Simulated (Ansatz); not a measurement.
# AlGaPH (singlet): one geometry, many settings at a displaced geometry (v2)

What do other methods and options give for AlGaPH (singlet) at this geometry, and how long do they take?

The runs use Ansatz 0.2.0, Gaussian basis; the settings change from run to run.

23 further runs of the same task are left out: 15 that didn't finish, 8 set aside as unsound or not needed.

**1. The system**

The geometry is a PBE0/def2-TZVP stationary point (not a proven minimum) with its atoms shifted at random (size 0.100 Å). No spin-orbit coupling is included. The filled d shell of Ga may be among the frozen orbitals whatever the setting's name suggests; the logs give the count.

4 atoms, charge 0, spin multiplicity 1.

Atoms are counted from 1 here; the program's logs count them from 0.

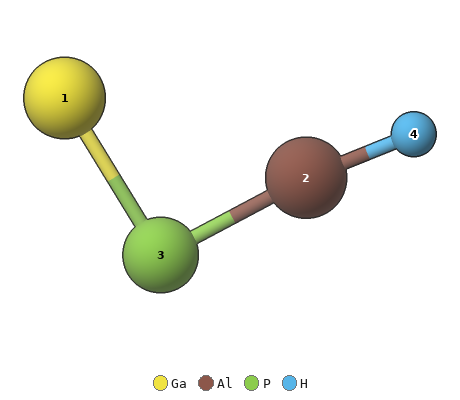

The structure; gallium yellow, aluminium brown, phosphorus green, hydrogen blue; atoms are numbered from 1 in the order of the file.

**2. CCSD(T) on RHF/cc-pVDZ**

Input file in.yaml:

```yaml
crystal:
  periodic: [false, false, false]
  atoms:
    - {symbol: Ga, position_ang: [0.055851, 0.234880, 1.193075]}
    - {symbol: Al, position_ang: [-0.109023, 0.591107, -2.073605]}
    - {symbol: P, position_ang: [-0.032402, -1.098562, -0.778175]}
    - {symbol: H, position_ang: [0.050706, 1.687649, -3.108035]}
basis:
  gaussian: {orbitals: cc-pVDZ}
magnetization: {spin_polarized: false}
correlation: {method: ccsd_t, electrons: valence}
```

The run is started by

```console
$ ansatz run in.yaml --threads 1 --pin off --events-out ev --progress --plain --max-ram 2393MiB
```

Standard output:

```text
Functional definition: HF
  name "HF"
  cite "Fock, Z. Phys. 61, 126 (1930) doi:10.1007/BF01340294"
  parent pbe
  exchange = exact_x
  correlation = 0
740 factors; integrals over basis functions are off by at most 8.1e-4 eV
mean field evaluation 1: about -68202.0402 eV, gradient 2.0e1 eV
mean field evaluation 2: about -68202.0462 eV, gradient 2.0e1 eV
mean field evaluation 4: about -68203.8775 eV, gradient 1.9e0 eV
mean field evaluation 8: about -68203.9126 eV, gradient 2.2e-3 eV
mean field evaluation 16: about -68203.9046 eV, gradient 2.1e-1 eV
mean field -68203.91257890 eV, -2506.4475570021 hartree, gradient 2.0e-6 eV, S^2 0.000000; 0 other end points of the search recorded, 0 dependent functions left out
19 core orbitals not correlated: weight in the atoms' cores, before any rotation towards them, 1.000 or more for the frozen orbitals, at most 0.000 for the correlated occupied ones
reference -68203.91257890 eV, -2506.4475570021 hartree; 11, 11 occupied and 38, 38 virtual orbitals, 740 factors
second order -6.55710577 eV of doubles, -0.00000000 eV of singles
cycle   1  -6.97464304 eV  change   -4.2e-1 eV  update   1.1e-1
cycle   2  -7.28567923 eV  change   -3.1e-1 eV  update   3.8e-2
cycle   3  -7.37765923 eV  change   -9.2e-2 eV  update   2.3e-2
cycle   4  -7.37126723 eV  change    6.4e-3 eV  update   7.2e-3
cycle   5  -7.37125366 eV  change    1.4e-5 eV  update   3.8e-3
cycle   6  -7.37124009 eV  change    1.4e-5 eV  update   1.7e-3
cycle   7  -7.37104956 eV  change    1.9e-4 eV  update   8.4e-4
cycle   8  -7.37134782 eV  change   -3.0e-4 eV  update   3.5e-4
cycle   9  -7.37134262 eV  change    5.2e-6 eV  update   1.2e-4
cycle  10  -7.37128648 eV  change    5.6e-5 eV  update   5.1e-5
cycle  11  -7.37130518 eV  change   -1.9e-5 eV  update   2.3e-5
perturbative correction -0.40625134 eV, -0.0149294612 hartree
Total energy: -68211.69013542 eV, -2506.7333769323 hartree
```

Wall time 2.4 s (1 thread of Arm Neoverse V1, shared host).

From the report: correlation -7.7776 eV; T1 0.019; largest double amplitude 0.05.

**3. BCCD(T) on RHF/cc-pVDZ**

Edit in.yaml of step 2 so:

```diff
@@ -10,2 +10,3 @@
 magnetization: {spin_polarized: false}
-correlation: {method: ccsd_t, electrons: valence}
+correlation: {method: bccd_t, electrons: outside_noble_gas}
+scf: {lower_state_search: off}
```

The command is unchanged.

Standard output, shortened:

```text
Functional definition: HF
  name "HF"
  cite "Fock, Z. Phys. 61, 126 (1930) doi:10.1007/BF01340294"
  parent pbe
[...]
740 factors; integrals over basis functions are off by at most 8.1e-4 eV
[...]
mean field -68203.91257890 eV, -2506.4475570021 hartree, gradient 2.0e-6 eV, S^2 0.000000; 0 other end points of the search recorded, 0 dependent functions left out
24 core orbitals not correlated: weight in the atoms' cores, before any rotation towards them, 0.999 or more for the frozen orbitals, at most 0.001 for the correlated occupied ones
reference -68203.91257890 eV, -2506.4475570021 hartree; 6, 6 occupied and 38, 38 virtual orbitals, 740 factors
second order -6.06816442 eV of doubles, -0.00000000 eV of singles
cycle   1  -6.52678171 eV  change   -4.6e-1 eV  update   1.0e-1
[...]
cycle  12  -6.85735665 eV  change    8.7e-7 eV  update   9.5e-6
perturbative correction -0.38737407 eV, -0.0142357344 hartree
Total energy: -68211.15730962 eV, -2506.7137959454 hartree
Checks for a lower state left out: stability, starts, cluster_reference, orbital_swaps, neighbouring_geometries, increment
```

It took 1.4 s on 1 thread of Arm Neoverse V1, shared host.

From the report: correlation -7.2447 eV; largest double amplitude 0.06.

**4. MP2 on RHF/cc-pVDZ**

Edit in.yaml of step 3 so:

```diff
@@ -8,5 +8,6 @@
 basis:
-  gaussian: {orbitals: cc-pVDZ}
+  gaussian: {orbitals: cc-pVDZ, point_charges: [{charge: -0.50, position_ang: [5.056, -0.020, -0.847]}]}
 magnetization: {spin_polarized: false}
-correlation: {method: bccd_t, electrons: outside_noble_gas}
-scf: {lower_state_search: off}
+correlation: {method: mp2, electrons: outside_noble_gas}
+scf: {lower_state_search: full}
+output: {forces: true}
```

Launched as before.

Standard output, shortened:

```text
Functional definition: HF
  name "HF"
  cite "Fock, Z. Phys. 61, 126 (1930) doi:10.1007/BF01340294"
  parent pbe
[...]
740 factors; integrals over basis functions are off by at most 8.1e-4 eV
[...]
mean field -68203.92113463 eV, -2506.4478714194 hartree, gradient 2.2e-6 eV, S^2 0.000000; 0 other end points of the search recorded, 0 dependent functions left out
24 core orbitals not correlated: weight in the atoms' cores, before any rotation towards them, 0.999 or more for the frozen orbitals, at most 0.001 for the correlated occupied ones
reference -68203.92113463 eV, -2506.4478714194 hartree; 6, 6 occupied and 38, 38 virtual orbitals, 740 factors
second order -6.06763101 eV of doubles, -0.00000000 eV of singles
[...]
Total energy: -68209.98876564 eV, -2506.6708527461 hartree
Atom 0 at     0.055851     0.234880     1.193075 Å, force     0.024282     0.113222     0.143889 eV/Å
Atom 1 at    -0.109023     0.591107    -2.073605 Å, force     0.221995    -0.578467     0.576715 eV/Å
Atom 2 at    -0.032402    -1.098562    -0.778175 Å, force    -0.188290    -0.305352    -0.025476 eV/Å
Atom 3 at     0.050706     1.687649    -3.108035 Å, force    -0.051721     0.742975    -0.689231 eV/Å
Dipole moment:     0.103049     0.395227    -0.309927 e Å
```

Wall time 2.5 s (1 thread of Arm Neoverse V1, shared host).

**5. HF/cc-pVDZ**

Input file in.yaml:

```yaml
crystal:
  periodic: [false, false, false]
  atoms:
    - {symbol: Ga, position_ang: [0.055851, 0.234880, 1.193075]}
    - {symbol: Al, position_ang: [-0.109023, 0.591107, -2.073605]}
    - {symbol: P, position_ang: [-0.032402, -1.098562, -0.778175]}
    - {symbol: H, position_ang: [0.050706, 1.687649, -3.108035]}
basis:
  gaussian: {orbitals: cc-pVDZ}
magnetization: {spin_polarized: true, initial_magnetization: 0}
hamiltonian: {xc: hf}
output: {forces: true, orbitals: {seedname: orbitals}}
```

Launched as before.

Standard output, shortened:

```text
Functional definition: HF
  name "HF"
  cite "Fock, Z. Phys. 61, 126 (1930) doi:10.1007/BF01340294"
  parent pbe
[...]
740 factors; integrals over basis functions are off by at most 8.1e-4 eV
[...]
mean field -68203.91257890 eV, -2506.4475570021 hartree, gradient 1.0e-5 eV, S^2 0.000000; 0 other end points of the search recorded, 0 dependent functions left out
[...]
reference -68203.91257890 eV, -2506.4475570021 hartree; 30, 30 occupied and 38, 38 virtual orbitals, 740 factors
Total energy: -68203.91257890 eV, -2506.4475570021 hartree
Atom 0 at     0.055851     0.234880     1.193075 Å, force     0.003975     0.012214     0.203436 eV/Å
Atom 1 at    -0.109023     0.591107    -2.073605 Å, force     0.166085    -0.911250     0.577037 eV/Å
Atom 2 at    -0.032402    -1.098562    -0.778175 Å, force    -0.114106     0.187551    -0.170542 eV/Å
Atom 3 at     0.050706     1.687649    -3.108035 Å, force    -0.055955     0.711486    -0.609931 eV/Å
Dipole moment:    -0.060517     0.545476    -0.418065 e Å
```

Run time: 4.1 s. Hardware: 1 thread of Arm Neoverse V1, shared host.

From the report: ⟨S²⟩ of the determinant 0.000 (pure singlet: 0.00).

**6. MP2 on RHF/cc-pVDZ**

Edit in.yaml of step 5 so:

```diff
@@ -9,4 +9,4 @@
   gaussian: {orbitals: cc-pVDZ}
-magnetization: {spin_polarized: true, initial_magnetization: 0}
-hamiltonian: {xc: hf}
-output: {forces: true, orbitals: {seedname: orbitals}}
+magnetization: {spin_polarized: false}
+correlation: {method: mp2, electrons: outside_noble_gas}
+scf: {lower_state_search: full}
```

Launched as before.

Standard output:

```text
Functional definition: HF
  name "HF"
  cite "Fock, Z. Phys. 61, 126 (1930) doi:10.1007/BF01340294"
  parent pbe
  exchange = exact_x
  correlation = 0
740 factors; integrals over basis functions are off by at most 8.1e-4 eV
mean field evaluation 1: about -68202.0402 eV, gradient 2.0e1 eV
mean field evaluation 2: about -68202.0462 eV, gradient 2.0e1 eV
mean field evaluation 4: about -68203.8775 eV, gradient 1.9e0 eV
mean field evaluation 8: about -68203.9126 eV, gradient 2.2e-3 eV
mean field -68203.91257890 eV, -2506.4475570021 hartree, gradient 2.0e-6 eV, S^2 0.000000; 0 other end points of the search recorded, 0 dependent functions left out
24 core orbitals not correlated: weight in the atoms' cores, before any rotation towards them, 0.999 or more for the frozen orbitals, at most 0.001 for the correlated occupied ones
reference -68203.91257890 eV, -2506.4475570021 hartree; 6, 6 occupied and 38, 38 virtual orbitals, 740 factors
second order -6.06816442 eV of doubles, -0.00000000 eV of singles
Total energy: -68209.98074332 eV, -2506.6705579315 hartree
```

Wall time 1.3 s (1 thread of Arm Neoverse V1, shared host).

**7. HF/cc-pVDZ**

Edit in.yaml of step 6 so:

```diff
@@ -8,5 +8,5 @@
 basis:
-  gaussian: {orbitals: cc-pVDZ}
+  gaussian: {orbitals: cc-pVDZ, fitting: {mean_field: def2-universal-jkfit}}
 magnetization: {spin_polarized: false}
-correlation: {method: mp2, electrons: outside_noble_gas}
-scf: {lower_state_search: full}
+hamiltonian: {xc: hf}
+output: {orbitals: {seedname: orbitals}}
```

Launched as before.

Standard output:

```text
Functional definition: HF
  name "HF"
  cite "Fock, Z. Phys. 61, 126 (1930) doi:10.1007/BF01340294"
  parent pbe
  exchange = exact_x
  correlation = 0
540 factors; integrals over basis functions are off by at most 3.4e-1 eV
mean field evaluation 1: about -68202.0441 eV, gradient 2.0e1 eV
mean field evaluation 2: about -68203.1199 eV, gradient 1.3e1 eV
mean field evaluation 4: about -68203.9060 eV, gradient 4.8e-1 eV
mean field -68203.90952634 eV, -2506.4474448228 hartree, gradient 8.5e-6 eV, S^2 0.000000; 0 other end points of the search recorded, 0 dependent functions left out
reference -68203.90952634 eV, -2506.4474448228 hartree; 30, 30 occupied and 38, 38 virtual orbitals, 540 factors
Total energy: -68203.90952634 eV, -2506.4474448228 hartree
```

Run time: 0.54 s. Hardware: 1 thread of Arm Neoverse V1, shared host.

**8. NEVPT2(2,3)/6-31G**

Edit in.yaml of step 7 so:

```diff
@@ -8,5 +8,3 @@
 basis:
-  gaussian: {orbitals: cc-pVDZ, fitting: {mean_field: def2-universal-jkfit}}
-magnetization: {spin_polarized: false}
-hamiltonian: {xc: hf}
-output: {orbitals: {seedname: orbitals}}
+  gaussian: {orbitals: 6-31G}
+correlation: {method: sc_nevpt2, electrons: outside_noble_gas, active_space: {window: {electrons: 2, orbitals: 3}, states: [{multiplicity: 1, weights: [0.5, 0.5, 0.5, 1]}, {multiplicity: 3, weights: [1]}], root: 3}}
```

The command is unchanged.

Standard output, shortened:

```text
Functional definition: HF
  name "HF"
  cite "Fock, Z. Phys. 61, 126 (1930) doi:10.1007/BF01340294"
  parent pbe
[...]
1016 factors; integrals over basis functions are off by at most 1.7e-7 eV
[...]
mean field -68193.68297043 eV, -2506.0716258249 hartree, gradient 2.2e-6 eV, S^2 0.000000; 0 other end points of the search recorded, 0 dependent functions left out
reference -68193.68297043 eV, -2506.0716258249 hartree; 30, 30 occupied and 27, 27 virtual orbitals, 1016 factors
state -68193.49751508 eV, -2506.0648104664 hartree
state -68191.12700465 eV, -2505.9776958149 hartree
state -68190.29122481 eV, -2505.9469814722 hartree
state -68188.13664004 eV, -2505.8678019424 hartree
state -68193.49751508 eV, -2506.0648104664 hartree; corrected -68197.19316224 eV, -2506.2006229945 hartree
state -68191.12700465 eV, -2505.9776958149 hartree; corrected -68194.68683908 eV, -2506.1085173171 hartree
state -68190.29122481 eV, -2505.9469814722 hartree; corrected -68193.89381296 eV, -2506.0793741448 hartree
state -68188.13664004 eV, -2505.8678019424 hartree; corrected -68191.83059365 eV, -2506.0035522338 hartree
state -68192.11941159 eV, -2506.0141660974 hartree
state -68192.11941159 eV, -2506.0141660974 hartree; corrected -68195.38564094 eV, -2506.1341978118 hartree
Total energy: -68191.83059365 eV, -2506.0035522338 hartree
```

Run time: 14 s. Hardware: 1 thread of Arm Neoverse V1, shared host.

From the report: 9 determinants; active occupations (of the averaged states) 0.98, 0.86, 0.17.

**9. HF/cc-pVDZ**

Input file in.yaml:

```yaml
crystal:
  periodic: [false, false, false]
  atoms:
    - {symbol: Ga, position_ang: [0.055851, 0.234880, 1.193075]}
    - {symbol: Al, position_ang: [-0.109023, 0.591107, -2.073605]}
    - {symbol: P, position_ang: [-0.032402, -1.098562, -0.778175]}
    - {symbol: H, position_ang: [0.050706, 1.687649, -3.108035]}
basis:
  gaussian: {orbitals: cc-pVDZ, fitting: {mean_field: def2-universal-jkfit}}
magnetization: {spin_polarized: false}
hamiltonian: {xc: hf, pseudopotentials: {relativity: scalar}}
output: {orbitals: {seedname: orbitals}}
```

Launched as before.

Standard output:

```text
Functional definition: HF
  name "HF"
  cite "Fock, Z. Phys. 61, 126 (1930) doi:10.1007/BF01340294"
  parent pbe
  exchange = exact_x
  correlation = 0
540 factors; integrals over basis functions are off by at most 3.4e-1 eV
mean field evaluation 1: about -68641.8202 eV, gradient 2.0e1 eV
mean field evaluation 2: about -68642.8897 eV, gradient 1.3e1 eV
mean field evaluation 4: about -68643.6845 eV, gradient 4.8e-1 eV
mean field -68643.68829971 eV, -2522.6090166513 hartree, gradient 8.5e-6 eV, S^2 0.000000; 0 other end points of the search recorded, 0 dependent functions left out
reference -68643.68829971 eV, -2522.6090166513 hartree; 30, 30 occupied and 38, 38 virtual orbitals, 540 factors
Total energy: -68643.68829971 eV, -2522.6090166513 hartree
Relativity: scalar
```

Wall time 0.57 s (1 thread of Arm Neoverse V1, shared host).

**10. MP2 on RHF/cc-pVDZ**

Edit in.yaml of step 9 so:

```diff
@@ -8,5 +8,6 @@
 basis:
-  gaussian: {orbitals: cc-pVDZ, fitting: {mean_field: def2-universal-jkfit}}
+  gaussian: {orbitals: cc-pVDZ}
 magnetization: {spin_polarized: false}
-hamiltonian: {xc: hf, pseudopotentials: {relativity: scalar}}
-output: {orbitals: {seedname: orbitals}}
+hamiltonian: {pseudopotentials: {relativity: none}}
+correlation: {method: mp2, electrons: outside_noble_gas}
+scf: {lower_state_search: full}
```

Launched as before.

Standard output:

```text
Functional definition: HF
  name "HF"
  cite "Fock, Z. Phys. 61, 126 (1930) doi:10.1007/BF01340294"
  parent pbe
  exchange = exact_x
  correlation = 0
740 factors; integrals over basis functions are off by at most 8.1e-4 eV
mean field evaluation 1: about -68202.0402 eV, gradient 2.0e1 eV
mean field evaluation 2: about -68202.0462 eV, gradient 2.0e1 eV
mean field evaluation 4: about -68203.8775 eV, gradient 1.9e0 eV
mean field evaluation 8: about -68203.9126 eV, gradient 2.2e-3 eV
mean field -68203.91257890 eV, -2506.4475570021 hartree, gradient 2.0e-6 eV, S^2 0.000000; 0 other end points of the search recorded, 0 dependent functions left out
24 core orbitals not correlated: weight in the atoms' cores, before any rotation towards them, 0.999 or more for the frozen orbitals, at most 0.001 for the correlated occupied ones
reference -68203.91257890 eV, -2506.4475570021 hartree; 6, 6 occupied and 38, 38 virtual orbitals, 740 factors
second order -6.06816442 eV of doubles, -0.00000000 eV of singles
Total energy: -68209.98074332 eV, -2506.6705579315 hartree
```

Wall time 1.3 s (1 thread of Arm Neoverse V1, shared host).

**11. All runs side by side**

Where basis and cores are those of an earlier RCCSDT(Q)/cc-pVDZ run (-68211.2253 eV), and the state is the same kind, the miss against it is given.

```
                                           level         correlated  functions  energy (eV)  from RCCSDT(Q) (meV)    time
                          CCSD(T) on RHF/cc-pVDZ            valence         68  -68211.6901                         2.4 s
                          BCCD(T) on RHF/cc-pVDZ  outside noble gas         68  -68211.1573                  68.0   1.4 s
      MP2 on RHF/cc-pVDZ (beside a point charge)  outside noble gas         68  -68209.9888                         2.5 s
                                      HF/cc-pVDZ                            68  -68203.9126                7312.7   4.1 s
                              MP2 on RHF/cc-pVDZ  outside noble gas         68  -68209.9807                1244.5   1.3 s
                                      HF/cc-pVDZ                            68  -68203.9095                7315.7  0.54 s
NEVPT2(2,3)/6-31G (excited root 3 of an average)  outside noble gas         57  -68191.8306                          14 s
                     HF/cc-pVDZ (relativity set)                            68  -68643.6883                        0.57 s
                              MP2 on RHF/cc-pVDZ  outside noble gas         68  -68209.9807                         1.3 s
```

**12. Results**

```
quantity                                                   value
    runs                                                       9
quickest                                      HF/cc-pVDZ, 0.54 s
 slowest  NEVPT2(2,3)/6-31G (excited root 3 of an average), 14 s
```

What this shows: Total energies in different bases, with other cores or another treatment of relativity can't be set against each other. NEVPT2(2,3)/6-31G (excited root 3 of an average) took 25 times as long as HF/cc-pVDZ; the jobs differ in more than the method. Among the correlated runs with a miss given, it spans +68 to +1245 meV. Hartree-Fock, CASSCF and CASCI lack dynamic correlation by design.
